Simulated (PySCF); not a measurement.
# Run report: C6H12F2Si, NMR shielding calculation

- system: C6H12F2Si
- method: GIAO PBE0/pcSseg-1 NMR shielding, non-relativistic, gas phase (PySCF 2.14.0)

The geometry comes from this level: GFN2-xTB. It belongs to a series of runs on one base structure; here: H on Si replaced by iPr. Figures and captions count atoms from 1; the log counts them from 0 in places.

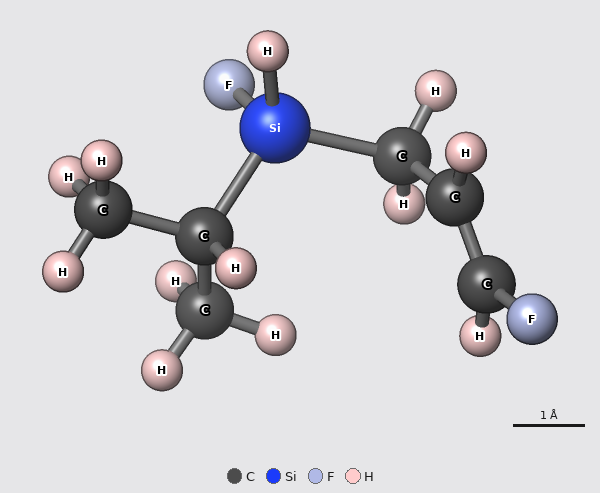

Figure 1. The structure (ball-and-stick view, seen on its broad side).

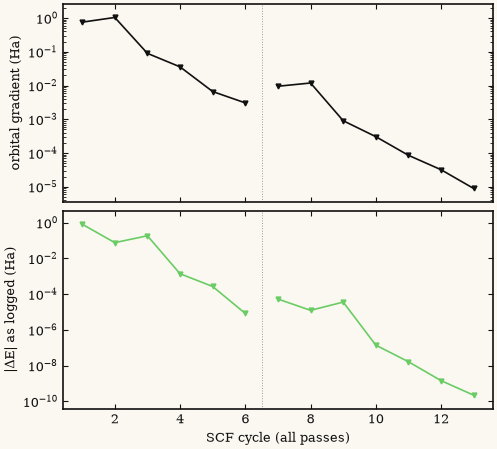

Figure 2. Convergence of the self-consistent field: orbital gradient and size of the energy change against the SCF cycle. The dotted line marks the change from a coarse to the final integration grid. The first 6 cycles use a coarse grid, the final grid takes over at cycle 7, and the field converges after 13 cycles in all.

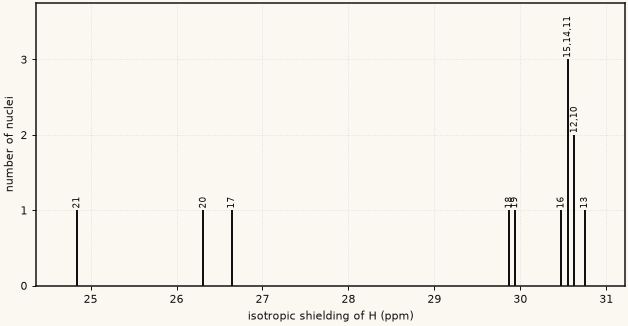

Figure 3. Isotropic shieldings of the hydrogen nuclei in this fixed geometry, labelled by atom number; shielding grows to the right, so chemical shift grows to the left. The least shielded is H21 (24.8 ppm), the most shielded H13 (30.7 ppm).

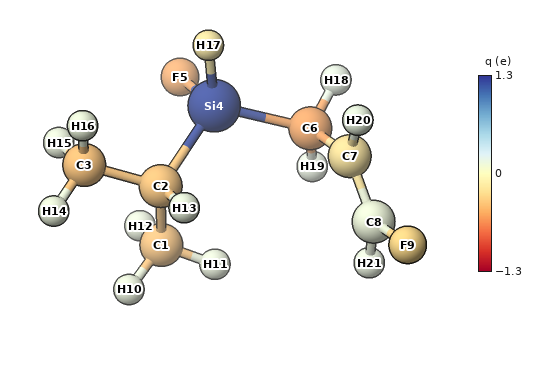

Figure 4. IAO charges, as the colour of each atom (ball-and-stick view, seen at a tilt; atoms are numbered from 1 in the order of the input). By element: C −0.56 to +0.12, Si +1.21, F −0.54 to −0.28 and H −0.15 to +0.17 e.

These pictures come from the run below.

## Input file
```
{"job": {"kind": "nmr", "xc": "PBE0", "basis": "pcSseg-1"}, "charge": 0, "multiplicity": 1}
C     -1.481722     0.145019     1.459254
C     -1.128954     0.443101    -0.000141
C     -2.407711     0.585482    -0.826837
Si     0.005600    -0.897971    -0.739877
F     -0.769341    -2.318398    -0.634534
C      1.621821    -1.134614     0.247894
C      2.458656     0.091977     0.260251
C      2.708484     0.804543     1.341758
F      3.450177     1.930316     1.292635
H     -2.157261     0.905882     1.846977
H     -0.590655     0.133392     2.082483
H     -1.975663    -0.820404     1.543492
H     -0.608710     1.406281    -0.024857
H     -3.054803     1.350537    -0.401284
H     -2.955986    -0.353383    -0.842722
H     -2.178762     0.863528    -1.852778
H      0.242822    -0.737272    -2.169039
H      2.181771    -1.945411    -0.220029
H      1.397344    -1.443464     1.269120
H      2.862685     0.417546    -0.687361
H      2.371289     0.590259     2.345341
```

The first line tells a small driver script what to run in PySCF; the rest is the geometry in Å.

Launch command:
```bash
OMP_NUM_THREADS=1 python <driver script> task.json out
```

## Output
```
coarse grid: 17752 points
cycle   1  E = -724.2545181814  dE =  8.170e-01  |g| = 7.546e-01  |ddm| = 3.951e+00
cycle   2  E = -724.1786018872  dE =  7.592e-02  |g| = 1.040e+00  |ddm| = 1.365e+00
cycle   3  E = -724.3620782699  dE = -1.835e-01  |g| = 8.978e-02  |ddm| = 8.276e-01
cycle   4  E = -724.3634529301  dE = -1.375e-03  |g| = 3.574e-02  |ddm| = 9.680e-02
cycle   5  E = -724.3637191248  dE = -2.662e-04  |g| = 6.632e-03  |ddm| = 3.316e-02
cycle   6  E = -724.3637273288  dE = -8.204e-06  |g| = 3.056e-03  |ddm| = 8.033e-03
final grid: 166848 points
cycle   7  E = -724.4302588023  dE = -5.280e-05  |g| = 9.523e-03  |ddm| = 2.993e-02
cycle   8  E = -724.4302465112  dE =  1.229e-05  |g| = 1.188e-02  |ddm| = 1.801e-02
cycle   9  E = -724.4302821444  dE = -3.563e-05  |g| = 9.061e-04  |ddm| = 1.011e-02
cycle  10  E = -724.4302822829  dE = -1.386e-07  |g| = 3.052e-04  |ddm| = 8.792e-04
cycle  11  E = -724.4302822992  dE = -1.629e-08  |g| = 8.552e-05  |ddm| = 2.524e-04
cycle  12  E = -724.4302823006  dE = -1.427e-09  |g| = 3.198e-05  |ddm| = 8.532e-05
cycle  13  E = -724.4302823009  dE = -2.174e-10  |g| = 8.887e-06  |ddm| = 3.260e-05
converged SCF energy = -724.4302823009

GIAO shielding tensors (ppm)
atom      isotropic    diamagn.    paramagn.     s11        s22        s33       span
  0 C      169.869     249.746     -79.876    155.518    166.190    187.901     32.383
  1 C      169.518     253.903     -84.385    165.575    166.947    176.032     10.457
  2 C      168.104     246.834     -78.729    150.654    164.634    189.024     38.369
  3 Si     328.318     880.327    -552.010    293.668    342.866    348.419     54.751
  4 F      391.387     470.465     -79.078    375.152    390.015    408.994     33.842
  5 C      171.306     254.960     -83.654    149.601    175.408    188.910     39.309
  6 C       76.389     259.379    -182.990    -25.797     92.970    161.993    187.790
  7 C       28.354     252.703    -224.348    -66.600     71.582     80.081    146.681
  8 F      293.400     469.704    -176.305    201.901    301.836    376.462    174.561
  9 H       30.631      31.252      -0.621     26.217     28.217     37.460     11.244
 10 H       30.561      33.683      -3.122     24.931     29.841     36.913     11.982
 11 H       30.626      31.822      -1.196     26.839     29.032     36.007      9.168
 12 H       30.746      35.618      -4.872     26.178     29.767     36.294     10.116
 13 H       30.553      29.677       0.876     25.997     28.213     37.449     11.452
 14 H       30.535      29.979       0.556     26.281     29.198     36.125      9.844
 15 H       30.474      30.153       0.321     25.515     28.085     37.823     12.308
 16 H       26.640      31.247      -4.608     23.856     24.557     31.506      7.650
 17 H       29.872      29.821       0.051     24.719     28.253     36.642     11.922
 18 H       29.934      33.670      -3.736     27.359     29.064     33.379      6.021
 19 H       26.312      31.341      -5.029     23.794     26.264     28.877      5.083
 20 H       24.840      31.141      -6.301     22.589     23.324     28.606      6.017
```

## Summary

```tsv
quantity	value
outcome	converged
total energy	−724.430282 hartree
HOMO	−7.13 eV
LUMO	0.05 eV
dipole moment	0.65 D
isotropic shielding, C	28.4 to 171.3 ppm
isotropic shielding, Si	328.3 ppm
isotropic shielding, F	293.4 to 391.4 ppm
isotropic shielding, H	24.8 to 30.7 ppm
hardware	1 CPU thread, shared host
wall time	41 s
peak memory	0.9 GiB
```
